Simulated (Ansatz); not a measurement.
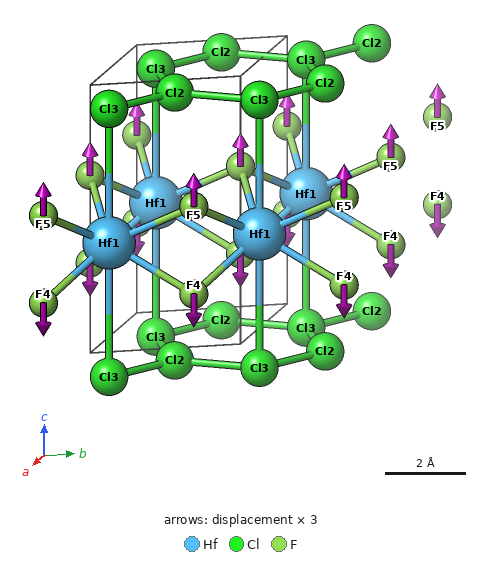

A relaxation of crystalline HfCl$_{2}$F$_{2}$ (a generated structure, set up in P-6m2). The starting structure is drawn; purple arrows show the displacements (the part carried along by the change of the cell is left out), magnified 3 times.

The picture is a ball-and-stick view of the cell of the calculation, repeated 2 × 2 × 1 with one cell outlined, seen slightly off an axis.

Theory: DFT PBE, scalar-relativistic, plane waves, PAW in Ansatz 0.2.0.

The input:
```yaml
crystal:
  lattice:
    - [3.8833053497, 0.0, 0.0]
    - [-1.9416526749, 3.3630410835, 0.0]
    - [0.0, 0.0, 7.027052366]
  atoms:
    - { symbol: Hf, position: [0.6666666667, 0.3333333333, 0.5] }
    - { symbol: Cl, position: [0.3333333333, 0.6666666667, 0.0] }
    - { symbol: Cl, position: [0.6666666667, 0.3333333333, 0.0] }
    - { symbol: F, position: [0.0, 0.0, 0.3366443101] }
    - { symbol: F, position: [0.0, 0.0, 0.6633556899] }
basis:
  ecutwfc: 420
kpoints:
  mp_grid: { grid: [12, 12, 6] }
hamiltonian:
  xc: pbe
scf:
  occupations: { method: gaussian, width: 0.1 }
output:
  forces: true
  stress: true
  eigenvalues: true
relax:
  adjacent_minimum: "off"
  f_tol: 0.01
  max_steps: 80
  cell: { stress_tol: 0.05 }
```

Run as
```bash
ansatz run input.yaml --threads 1 --pin off --max-ram 2560MiB --backend cpu --events-out ev --progress --plain --runs-dir out
```

Which element moves most?

Answer. Fluorine: up to 0.30 Å, against 0.00 Å for chlorine.

What did the optimiser do to the structure, and how much energy did it gain?

Answer. The largest moves relative to the cell, 0.30 Å, are those of F4 and F5. F5 goes along +c. Cl and Hf stay in place. The drawn cell changes as follows: a = b 3.883 → 4.536 Å (+16.8 %), c 7.027 → 4.803 Å (−31.7 %); the volume changes by −6.8 %. Near-neighbour distances that change, for instance: Hf1–Cl3 3.514 → 2.401 Å, Hf1–Cl2 4.168 → 3.553 Å, Cl2–Cl3 2.242 → 2.619 Å, Hf1–F4 2.519 → 2.833 Å. Among the angles between lasting bonds that change: F4–Hf1–F4 100.9° → 106.4°, Hf1–F5–Hf1 100.9° → 106.4°, F4–Hf1–F5 127.1° → 124.9°. The space group stays P-6m2 (No. 187). After 17 accepted moves (21 points after the start) the energy has fallen by 104 meV per atom. Largest force component: 0.017 eV/Å at the start, 0.00032 eV/Å at the end. Pressure: 0.55 GPa at the start and 0.03 GPa at the end. The line search rejected the trial step at point 11 of the run. At 3 points the geometry stayed and the basis and grid were re-selected for the new cell (energy shift of 27.9 meV per atom at most each time). Cost: 9.7 min on 1 thread of Arm Neoverse V1, on a shared host, peak memory 0.48 GiB.
